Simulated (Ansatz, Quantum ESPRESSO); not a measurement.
# Cl-SiC-Cl chair, 1 layer: biaxial strain by an ASE script, part 2 of 2

Aim: band edges, gap and stiffness of Cl-SiC-Cl chair, 1 layer under biaxial strain.

Quantum ESPRESSO 7.5; plane-wave DFT, PBE, GBRV ultrasoft pseudopotentials; geometry by Ansatz 0.2.0 with PAW datasets.

So far: The structure; Geometry from Ansatz.

### Step 3. Running the series

Under ESM bc1 levels count from the vacuum, or from the mean of the two vacuum levels where the sheet has a dipole, so band edges at unlike strains can be compared.

Level of this step: plane-wave DFT, PBE, GBRV ultrasoft pseudopotentials (Quantum ESPRESSO 7.5).

Input file run.py:

```python
import json
import numpy as np
from ase import Atoms
from ase.calculators.espresso import Espresso, EspressoProfile

profile = EspressoProfile(command='mpirun -n 2 pw.x -nk 2', pseudo_dir='../pseudo')
pseudopotentials = {'C': 'c_pbe_v1.2.uspp.F.UPF', 'Cl': 'cl_pbe_v1.4.uspp.F.UPF', 'Si': 'si_pbe_v1.uspp.F.UPF'}
system = {'ecutwfc': 40, 'ecutrho': 200, 'occupations': 'smearing', 'smearing': 'fd', 'degauss': 0.002}


def calculator(name, kpts, **extra):
    data = dict(control=dict(tprnfor=True, verbosity='high', disk_io='none'),
                system=system | extra,
                electrons=dict(conv_thr=1e-09, mixing_beta=0.4, mixing_mode='plain',
                               electron_maxstep=100))
    return Espresso(profile=profile, directory=name, pseudopotentials=pseudopotentials, kpts=kpts, input_data=data)


def centre(atoms):
    z = atoms.positions[:, 2]
    atoms.positions[:, 2] -= (z.max() + z.min()) / 2  # ESM wants the slab about z = 0
    return atoms

sheet = Atoms(
    ['Cl', 'C', 'Si', 'Cl'],
    scaled_positions=[
        [0.6666666667, 0.3333333333, 0.3848292835],
        [0.6666666667, 0.3333333333, 0.4787989100],
        [0.3333333333, 0.6666666667, 0.5068461403],
        [0.3333333333, 0.6666666667, 0.6116075774]],
    cell=[
        [3.276059376345, 0.000000000000, 0.000000000000],
        [-1.638029688172, 2.837150644221, 0.000000000000],
        [0.000000000000, 0.000000000000, 19.533333333300]],
    pbc=True)

rows = []
for strain in [-0.03, -0.015, 0.0, 0.015, 0.03]:
    atoms = sheet.copy()
    atoms.set_cell(sheet.cell.array * [[1 + strain], [1 + strain], [1]], scale_atoms=True)
    atoms = centre(atoms)
    atoms.calc = calculator(f's{strain:+.3f}', (12, 12, 1), assume_isolated='esm', esm_bc='bc1', nbnd=15)
    energy = atoms.get_potential_energy()
    levels = np.array([atoms.calc.get_eigenvalues(kpt=i) for i in range(len(atoms.calc.get_ibz_k_points()))])
    top, bottom = levels[:, 10].max(), levels[:, 11].min()
    direct = (levels[:, 11] - levels[:, 10]).min()
    rows.append([strain, energy, top, bottom, direct])
    print(f'strain {strain:+.3f}: E = {energy:.5f} eV, valence top {top:.3f}, conduction bottom {bottom:.3f}, '
          f'gap {bottom - top:.3f}, least direct gap {direct:.3f} eV')

x, energy, top, bottom, direct = np.array(rows).T
area = np.linalg.norm(np.cross(*sheet.cell[:2]))
stiffness = np.polyfit(x, energy, 2)[0] / area * 16.0218  # C11 + C12, heights clamped
print(f'valence and conduction edges move by {np.polyfit(x, top, 1)[0]:.2f} and {np.polyfit(x, bottom, 1)[0]:.2f} eV per unit biaxial strain')
print(f'C11 + C12 with clamped heights: {stiffness:.1f} N/m')
json.dump(dict(rows=rows, stiffness=stiffness), open('result.json', 'w'))
```

Command:

```sh
> OMP_NUM_THREADS=1 python run.py
```

Output:

```text
strain -0.030: E = -1193.77466 eV, valence top -5.360, conduction bottom -3.275, gap 2.085, least direct gap 2.085 eV
strain -0.015: E = -1193.84693 eV, valence top -5.484, conduction bottom -3.278, gap 2.206, least direct gap 2.206 eV
strain +0.000: E = -1193.86910 eV, valence top -5.592, conduction bottom -3.345, gap 2.248, least direct gap 2.248 eV
strain +0.015: E = -1193.84817 eV, valence top -5.686, conduction bottom -3.506, gap 2.180, least direct gap 2.180 eV
strain +0.030: E = -1193.79030 eV, valence top -5.766, conduction bottom -3.747, gap 2.019, least direct gap 2.019 eV
valence and conduction edges move by -6.76 and -7.81 eV per unit biaxial strain
C11 + C12 with clamped heights: 166.0 N/m
```

Run time: 3.5 min. Hardware: 2 MPI ranks of Arm Neoverse V2, shared host; peak memory 0.41 GiB; 6.8 min of CPU time.

The input that ASE wrote for the first run, and its log:

```
&CONTROL
   verbosity        = 'high'
   tprnfor          = .true.
   disk_io          = 'none'
   pseudo_dir       = '../pseudo'
/
&SYSTEM
   nbnd             = 15
   ecutwfc          = 40
   ecutrho          = 200
   occupations      = 'smearing'
   degauss          = 0.002
   smearing         = 'fd'
   assume_isolated  = 'esm'
   esm_bc           = 'bc1'
   ntyp             = 3
   nat              = 4
   ibrav            = 0
/
&ELECTRONS
   electron_maxstep = 100
   conv_thr         = 1e-09
   mixing_mode      = 'plain'
   mixing_beta      = 0.4
/
&IONS
/
&CELL
/
&FCP
/
&RISM
/
ATOMIC_SPECIES
Cl 35.45 cl_pbe_v1.4.uspp.F.UPF
C 12.011 c_pbe_v1.2.uspp.F.UPF
Si 28.085 si_pbe_v1.uspp.F.UPF

K_POINTS automatic
12 12 1  0 0 0

CELL_PARAMETERS angstrom
3.17777759505465 0.00000000000000 0.00000000000000
-1.58888879752684 2.75203612489437 0.00000000000000
0.00000000000000 0.00000000000000 19.53333333330000

ATOMIC_POSITIONS angstrom
Cl 1.5888887977 0.9173453749 -2.2148680038  
C 1.5888887977 0.9173453749 -0.3793279661  
Si -0.0000000002 1.8346907500 0.1685279324  
Cl -0.0000000002 1.8346907500 2.2148680038
```

```text
Program PWSCF v.7.5 starts
[citation notice left out]

     Parallel version (MPI & OpenMP), running on       2 processor cores
     Number of MPI processes:                 2
     Threads/MPI process:                     1

     MPI processes distributed on     1 nodes
[... 1 line left out ...]

Warning: card &CELL ignored
Warning: card &FCP ignored
Warning: card &RISM ignored

     Current dimensions of program PWSCF are:
     Max number of different atomic species (ntypx) = 10
     Max number of k-points (npk) =  40000
     Max angular momentum in pseudopotentials (lmaxx) =  4
     Message from routine setup:
     using ibrav=0 with symmetry is DISCOURAGED, use correct ibrav instead

     K-points division:     npool     =       2
     Subspace diagonalization in iterative solution of the eigenvalue problem:
     a serial algorithm will be used

     G-vector sticks info
     --------------------
     sticks:   dense  smooth     PW     G-vecs:    dense   smooth      PW
     Sum         499     397    121                55277    39209    6791

     Using Slab Decomposition

     bravais-lattice index     =            0
     lattice parameter (alat)  =       6.0051  a.u.
     unit-cell volume          =    1152.7910 (a.u.)^3
     number of atoms/cell      =            4
     number of atomic types    =            3
     number of electrons       =        22.00
     number of Kohn-Sham states=           15
     kinetic-energy cutoff     =      40.0000  Ry
     charge density cutoff     =     200.0000  Ry
     scf convergence threshold =      1.0E-09
     mixing beta               =       0.4000
     number of iterations used =            8  plain     mixing
     Exchange-correlation= SLA  PW   PBE  PBE
                           (   1   4   3   4   0   0   0)

     Effective Screening Medium Method
     =================================
     Boundary Conditions: Vacuum-Slab-Vacuum
     total charge in unit cell        =   0.0000
     grid points for fit at edges     =        4

[... 10 lines left out ...]
     PseudoPot. # 1 for Cl read from file:
     ../pseudo/cl_pbe_v1.4.uspp.F.UPF
     Pseudo is Ultrasoft + core correction, Zval =  7.0
     Generated by new atomic code, or converted to UPF format
     Using radial grid of  909 points,  6 beta functions with:
                l(1) =   0
                l(2) =   0
                l(3) =   1
                l(4) =   1
                l(5) =   2
                l(6) =   2
     Q(r) pseudized with  8 coefficients,  rinner =    1.300   1.300   1.300
                                                       1.300   1.300

     PseudoPot. # 2 for C  read from file:
     ../pseudo/c_pbe_v1.2.uspp.F.UPF
     Pseudo is Ultrasoft + core correction, Zval =  4.0
     Generated by new atomic code, or converted to UPF format
     Using radial grid of  721 points,  4 beta functions with:
                l(1) =   0
[... 645 lines left out ...]
     estimated scf accuracy    <          3.1E-10 Ry
     smearing contrib. (-TS)   =      -0.00000000 Ry
     internal energy E=F+TS    =     -87.74082709 Ry

     The total energy is F=E-TS. E is the sum of the following terms:
     one-electron contribution =     781.69983530 Ry
     hartree contribution      =    -388.88035330 Ry
     xc contribution           =     -26.92328883 Ry
     ewald contribution        =    -453.63702025 Ry

     convergence has been achieved in  23 iterations

     negative rho (up, down):  2.772E-02 0.000E+00

     Forces acting on atoms (cartesian axes, Ry/au):

     atom    1 type  1   force =     0.00000000    0.00000000    0.00097688
     atom    2 type  2   force =     0.00000000   -0.00000000   -0.00969962
     atom    3 type  3   force =     0.00000000   -0.00000000    0.01095021
     atom    4 type  1   force =     0.00000000   -0.00000000   -0.00218611
     The non-local contrib.  to forces
     atom    1 type  1   force =     0.00000000    0.00000000    0.49856835
     atom    2 type  2   force =     0.00000000    0.00000000   -0.39069256
     atom    3 type  3   force =     0.00000000    0.00000000    0.03983503
     atom    4 type  1   force =     0.00000000    0.00000000   -0.24922523
     The ionic contribution  to forces
     atom    1 type  1   force =    -0.00000000    0.00000000  -43.19426082
     atom    2 type  2   force =    -0.00000000    0.00000000   -2.06083690
     atom    3 type  3   force =     0.00000000   -0.00000000    2.43662775
     atom    4 type  1   force =     0.00000000   -0.00000000   42.81846997
     The local contribution  to forces
     atom    1 type  1   force =    -0.00000000    0.00000000   42.71033323
     atom    2 type  2   force =    -0.00000000    0.00000000    2.43789242
     atom    3 type  3   force =    -0.00000000    0.00000000   -2.46365505
     atom    4 type  1   force =     0.00000000   -0.00000000  -42.57441974
     The core correction contribution to forces
     atom    1 type  1   force =     0.00000000   -0.00000000   -0.01365571
     atom    2 type  2   force =     0.00000000   -0.00000000    0.00394014
     atom    3 type  3   force =    -0.00000000    0.00000000   -0.00185516
     atom    4 type  1   force =    -0.00000000    0.00000000    0.00305975
     The Hubbard contrib.    to forces
     atom    1 type  1   force =     0.00000000    0.00000000    0.00000000
     atom    2 type  2   force =     0.00000000    0.00000000    0.00000000
     atom    3 type  3   force =     0.00000000    0.00000000    0.00000000
     atom    4 type  1   force =     0.00000000    0.00000000    0.00000000
     The SCF correction term to forces
     atom    1 type  1   force =    -0.00000000   -0.00000000   -0.00000816
     atom    2 type  2   force =    -0.00000000    0.00000000   -0.00000272
     atom    3 type  3   force =    -0.00000000   -0.00000000   -0.00000237
     atom    4 type  1   force =    -0.00000000   -0.00000000   -0.00007086

     Total force =     0.014823     Total SCF correction =     0.000071
     Message from routine punch:
     Nothing written, as per user request (disk_io='none')

[... 1 line left out ...]

[... 1 line left out ...]

[... 1 line left out ...]

[... 3 lines left out ...]

[... 1 line left out ...]

[... 2 lines left out ...]

[... 1 line left out ...]

[... 1 line left out ...]

=------------------------------------------------------------------------------=
   JOB DONE.
=------------------------------------------------------------------------------=
```

This step gave:

| Item | Value |
| --- | --- |
| biaxial stiffness | 166.0 N/m |

Band edge from the vacuum level against biaxial strain:

```csv
biaxial strain (%),valence top (eV),conduction bottom (eV)
-3.00,-5.36,-3.27
-1.50,-5.48,-3.28
0.00,-5.59,-3.34
1.50,-5.69,-3.51
3.00,-5.77,-3.75
```

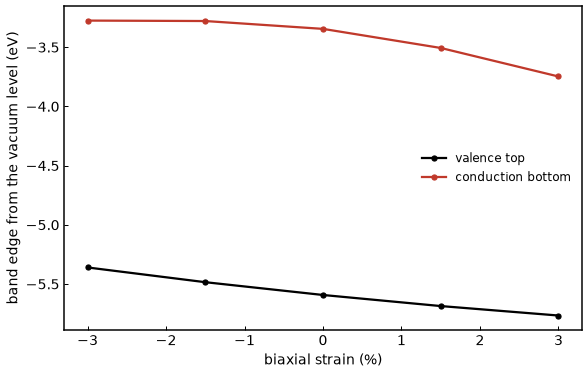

Band edge from the vacuum level, plotted against biaxial strain.

The gap by biaxial strain:

```
biaxial strain (%)  on the mesh (eV)  least direct (eV)
             -3.00              2.09               2.09
             -1.50              2.21               2.21
              0.00              2.25               2.25
              1.50              2.18               2.18
              3.00              2.02               2.02
```

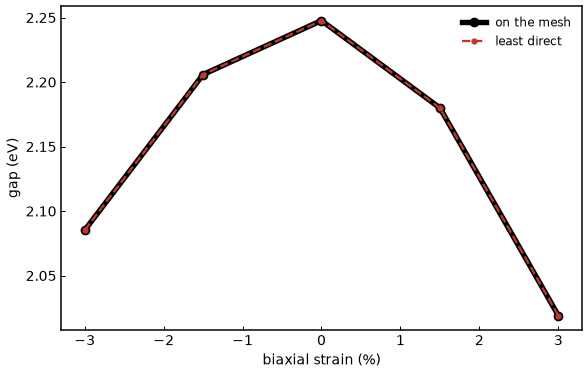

Gap against biaxial strain.

Table of energy over the lowest by biaxial strain:

```csv
biaxial strain (%),energy over the lowest (meV)
-3.00,94.4
-1.50,22.2
0.00,0
1.50,20.9
3.00,78.8
```

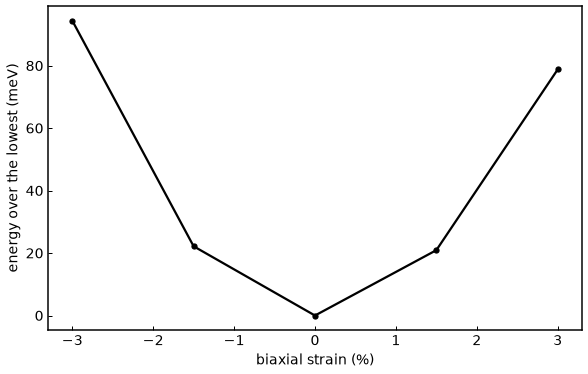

Energy over the lowest against biaxial strain.

### Step 4. The script: PBE, SG15 norm-conserving

Level of this step: plane-wave DFT, PBE, SG15 norm-conserving pseudopotentials (Quantum ESPRESSO 7.5).

run.py, as its differences from the input of step 3:

```diff
@@ -6,4 +6,4 @@
 profile = EspressoProfile(command='mpirun -n 2 pw.x -nk 2', pseudo_dir='../pseudo')
-pseudopotentials = {'C': 'c_pbe_v1.2.uspp.F.UPF', 'Cl': 'cl_pbe_v1.4.uspp.F.UPF', 'Si': 'si_pbe_v1.uspp.F.UPF'}
-system = {'ecutwfc': 40, 'ecutrho': 200, 'occupations': 'smearing', 'smearing': 'fd', 'degauss': 0.002}
+pseudopotentials = {'C': 'C_ONCV_PBE-1.2.upf', 'Cl': 'Cl_ONCV_PBE-1.2.upf', 'Si': 'Si_ONCV_PBE-1.2.upf'}
+system = {'ecutwfc': 60, 'ecutrho': 240, 'occupations': 'smearing', 'smearing': 'fd', 'degauss': 0.002}
```

Command:

```sh
> OMP_NUM_THREADS=1 python run.py
```

Output:

```text
strain -0.030: E = -1084.78355 eV, valence top -5.369, conduction bottom -3.267, gap 2.102, least direct gap 2.102 eV
strain -0.015: E = -1084.85886 eV, valence top -5.493, conduction bottom -3.273, gap 2.220, least direct gap 2.220 eV
strain +0.000: E = -1084.88360 eV, valence top -5.600, conduction bottom -3.342, gap 2.258, least direct gap 2.258 eV
strain +0.015: E = -1084.86474 eV, valence top -5.694, conduction bottom -3.504, gap 2.190, least direct gap 2.190 eV
strain +0.030: E = -1084.80879 eV, valence top -5.773, conduction bottom -3.745, gap 2.028, least direct gap 2.028 eV
valence and conduction edges move by -6.73 and -7.91 eV per unit biaxial strain
C11 + C12 with clamped heights: 167.5 N/m
```

Wall time 5.7 min (2 MPI ranks); peak memory 0.29 GiB; 11 min of CPU time.

This step gave:

| Property | Result |
| --- | --- |
| biaxial stiffness | 167.5 N/m |

Table of band edge from the vacuum level by biaxial strain:

| biaxial strain (%) | valence top (eV) | conduction bottom (eV) |
| --- | --- | --- |
| -3.00 | -5.37 | -3.27 |
| -1.50 | -5.49 | -3.27 |
| 0.00 | -5.60 | -3.34 |
| 1.50 | -5.69 | -3.50 |
| 3.00 | -5.77 | -3.74 |

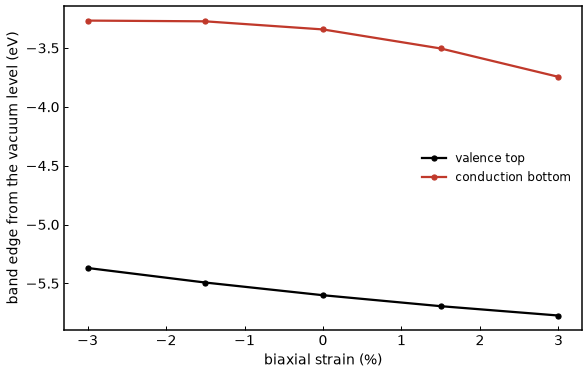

Band edge from the vacuum level against biaxial strain.

Gap against biaxial strain:

```csv
biaxial strain (%),on the mesh (eV),least direct (eV)
-3.00,2.10,2.10
-1.50,2.22,2.22
0.00,2.26,2.26
1.50,2.19,2.19
3.00,2.03,2.03
```

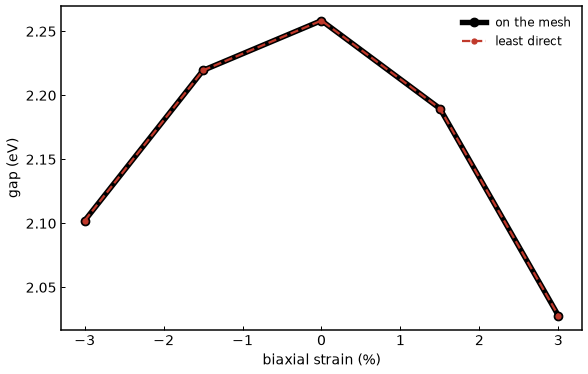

Gap, plotted against biaxial strain.

The energy over the lowest by biaxial strain:

| biaxial strain (%) | energy over the lowest (meV) |
| --- | --- |
| -3.00 | 100 |
| -1.50 | 24.7 |
| 0.00 | 0 |
| 1.50 | 18.9 |
| 3.00 | 74.8 |

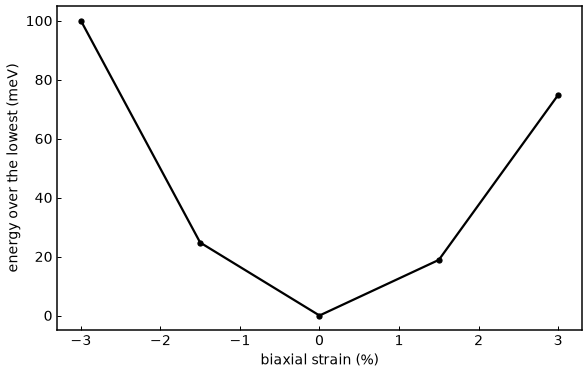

Energy over the lowest against biaxial strain.

### Step 5. Running the series, with ecutrho = 20

Another try, with an input changed as a hurried user might.

Level of this step: plane-wave DFT, PBE, GBRV ultrasoft pseudopotentials (Quantum ESPRESSO 7.5).

run.py, as its differences from the input of step 3:

```diff
@@ -7,3 +7,3 @@
 pseudopotentials = {'C': 'c_pbe_v1.2.uspp.F.UPF', 'Cl': 'cl_pbe_v1.4.uspp.F.UPF', 'Si': 'si_pbe_v1.uspp.F.UPF'}
-system = {'ecutwfc': 40, 'ecutrho': 200, 'occupations': 'smearing', 'smearing': 'fd', 'degauss': 0.002}
+system = {'ecutwfc': 40, 'ecutrho': 20, 'occupations': 'smearing', 'smearing': 'fd', 'degauss': 0.002}
 
@@ -14,3 +14,3 @@
                 electrons=dict(conv_thr=1e-09, mixing_beta=0.4, mixing_mode='plain',
-                               electron_maxstep=100))
+                               electron_maxstep=60))
     return Espresso(profile=profile, directory=name, pseudopotentials=pseudopotentials, kpts=kpts, input_data=data)
@@ -37,3 +37,3 @@
 rows = []
-for strain in [-0.03, -0.015, 0.0, 0.015, 0.03]:
+for strain in [-0.03, -0.015, 0.0]:
     atoms = sheet.copy()
```

Command:

```sh
> OMP_NUM_THREADS=1 python run.py
```

Output:

```text
subprocess.CalledProcessError: the calculator's command failed
```

Run time: 2 s. Hardware: 2 MPI ranks; peak memory 0.16 GiB.

The input that ASE wrote for the run that failed, and its log:

```
&CONTROL
   verbosity        = 'high'
   tprnfor          = .true.
   disk_io          = 'none'
   pseudo_dir       = '../pseudo'
/
&SYSTEM
   nbnd             = 15
   ecutwfc          = 40
   ecutrho          = 20
   occupations      = 'smearing'
   degauss          = 0.002
   smearing         = 'fd'
   assume_isolated  = 'esm'
   esm_bc           = 'bc1'
   ntyp             = 3
   nat              = 4
   ibrav            = 0
/
&ELECTRONS
   electron_maxstep = 60
   conv_thr         = 1e-09
   mixing_mode      = 'plain'
   mixing_beta      = 0.4
/
&IONS
/
&CELL
/
&FCP
/
&RISM
/
ATOMIC_SPECIES
Cl 35.45 cl_pbe_v1.4.uspp.F.UPF
C 12.011 c_pbe_v1.2.uspp.F.UPF
Si 28.085 si_pbe_v1.uspp.F.UPF

K_POINTS automatic
12 12 1  0 0 0

CELL_PARAMETERS angstrom
3.17777759505465 0.00000000000000 0.00000000000000
-1.58888879752684 2.75203612489437 0.00000000000000
0.00000000000000 0.00000000000000 19.53333333330000

ATOMIC_POSITIONS angstrom
Cl 1.5888887977 0.9173453749 -2.2148680038  
C 1.5888887977 0.9173453749 -0.3793279661  
Si -0.0000000002 1.8346907500 0.1685279324  
Cl -0.0000000002 1.8346907500 2.2148680038
```

```text
Program PWSCF v.7.5 starts
[citation notice left out]

     Parallel version (MPI & OpenMP), running on       2 processor cores
     Number of MPI processes:                 2
     Threads/MPI process:                     1

     MPI processes distributed on     1 nodes
[... 1 line left out ...]

Warning: card &CELL ignored
Warning: card &FCP ignored
Warning: card &RISM ignored

     Current dimensions of program PWSCF are:
     Max number of different atomic species (ntypx) = 10
     Max number of k-points (npk) =  40000
     Max angular momentum in pseudopotentials (lmaxx) =  4

 %%%%%%%%%%%%%%%%%%%%%%%%%%%%%%%%%%%%%%%%%%%%%%%%%%%%%%%%%%%%%%%%%%%%%%%%%%%%%%
     Error in routine set_cutoff (1):
     ecutrho <= ecutwfc?!?
 %%%%%%%%%%%%%%%%%%%%%%%%%%%%%%%%%%%%%%%%%%%%%%%%%%%%%%%%%%%%%%%%%%%%%%%%%%%%%%

     stopping ...
```

The input was rejected at the start.

The fault put into the input: a density cutoff under four times the waves' (ecutrho = 20).

ecutrho can't lie under ecutwfc; four times for norm-conserving files and more for ultrasoft ones is the rule.

### Step 6. The arithmetic

Under equal strain ε in the plane, E = A (C11 + C12) ε². From the points at ±1.5 %: d²E/dε² = (22.17 + 20.93 − 2 × 0.00) meV / 0.015² = 192 eV, and 192/(2 × 9.295 Å²) × 16.02 = 165 N/m.

### Step 7. Outcome

| Quantity | Value |
| --- | --- |
| C11 + C12, heights clamped, PBE, GBRV ultrasoft | 166 N/m |
| gap on the mesh at zero strain, PBE, GBRV ultrasoft | 2.25 eV |
| valence top below the mean of the two vacuum levels at zero strain, PBE, GBRV ultrasoft | 5.59 eV |
| shift of the valence top per unit biaxial strain, PBE, GBRV ultrasoft | -6.8 eV |
| C11 + C12, heights clamped, PBE, SG15 norm-conserving | 168 N/m |
| gap on the mesh at zero strain, PBE, SG15 norm-conserving | 2.26 eV |
| valence top below the mean of the two vacuum levels at zero strain, PBE, SG15 norm-conserving | 5.60 eV |
| shift of the valence top per unit biaxial strain, PBE, SG15 norm-conserving | -6.7 eV |

**Reading.** The sheet's biaxial stiffness comes to 166 N/m and its gap at zero strain to 2.25 eV (PBE, GBRV ultrasoft). From −3 % to +3 % the gap on the mesh goes from 2.09 to 2.02 eV, through a peak of 2.25 eV; it is direct at every strain. The conduction bottom bends along the series, so the script's straight-line slope describes it poorly. Heights are clamped under strain, which makes a sheet with several atomic planes too stiff. Semilocal gaps are too small. The sheet carries a dipole, so the two faces have unlike vacuum levels and the zero lies between them.

[Logs are printed without paths, hosts, clocks, repeated set-up lines and the standing remarks that a program may print on its own settings, such as how far it seeks lower states.]

[Hosts, paths, dates, database ids (printed as entryN), source tags and the programs' standing remarks are cut or masked in the printed files.]

[Maps of the electrostatic potential energy from Ansatz leave out the sawtooth potential of an applied field or a dipole correction, so their vacuum need not be flat; planar profiles and work functions include it.]
